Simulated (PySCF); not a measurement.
# C4H9ClO3Si: what the fields show

```xyz
18

C     2.6540   -0.7634    0.6164
O     1.2553   -0.8360    0.7049
Si    0.1069    0.0284   -0.0136
C     0.7853    1.4459   -1.1025
Cl    1.9307    2.4450   -0.1738
O    -0.9122   -0.8765   -0.9273
C    -2.1746   -0.9746   -0.3287
C    -2.2799    0.1332    0.7390
O    -0.9812    0.4997    1.1099
H     3.0608   -1.5691    1.2264
H     3.0114    0.1963    0.9900
H     2.9834   -0.8855   -0.4164
H     0.0187    2.1257   -1.4685
H     1.3406    1.0648   -1.9566
H    -2.2631   -1.9626    0.1322
H    -2.9415   -0.8637   -1.0980
H    -2.7905    1.0102    0.3283
H    -2.8130   -0.2116    1.6265
```

Geometry: GFN2-xTB.

The calculation used PBE0/pcSseg-1, SCF density, gas phase, non-relativistic (PySCF 2.14.0).

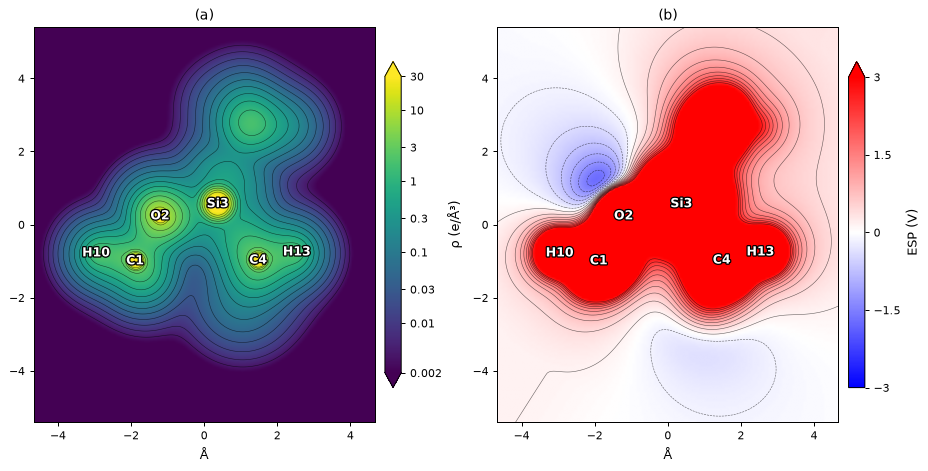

Figure 1. (a) total electron density; (b) molecular electrostatic potential on the plane of atoms O2, C1 and H10.

What do the fields say about this system?

The plane passes through C, O, Si and H nuclei. C–O (1.40 Å): the density is about 2 e/Å³ at the midpoint, with its minimum of 1.7 e/Å³ about 0.5 Å from C. Si–O (1.61 Å): the density is about 1.2 e/Å³ at the midpoint. C–Si (1.91 Å): ρ at the midpoint is about 0.94 e/Å³. C–H (1.09 Å): ρ at the midpoint is about 2 e/Å³. Outside the dense part of the molecule the potential is most negative (−1.7 V) near O2.

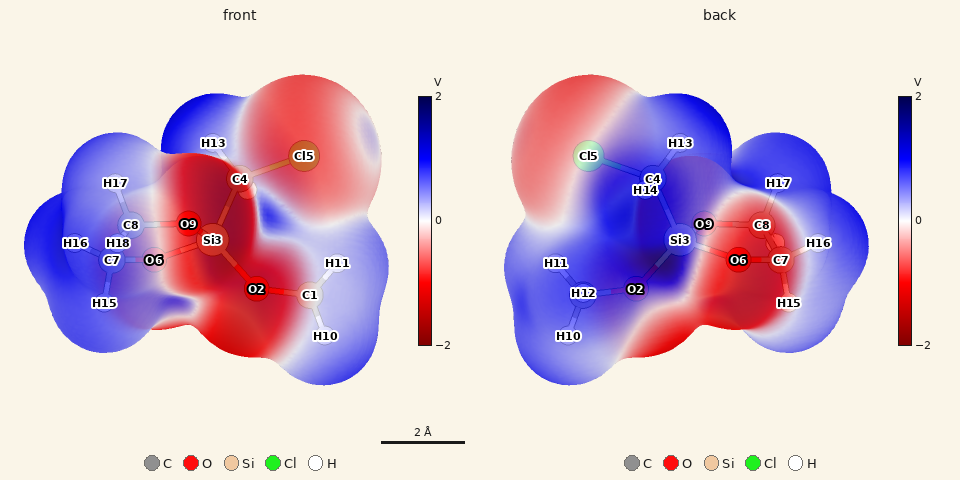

Figure 2. The electrostatic potential painted on the density surface at 0.002 e/bohr³, seen from the front and from behind; red is negative and blue positive.

Which sites attract a positive test charge, and which a negative one?

A positive charge is drawn to the negative regions and a negative charge to the positive ones. The most negative region (about −1.6 V) lies over O9, the most positive (about +1.4 V) over Si3. Cl5 shows a σ-hole: about +0.2 V at the tip opposite its bond, against about −0.5 V on its flanks. O9 is the likeliest acceptor of a hydrogen bond.

What dipole moment does the calculation give?

Its dipole moment is 1.78 D.
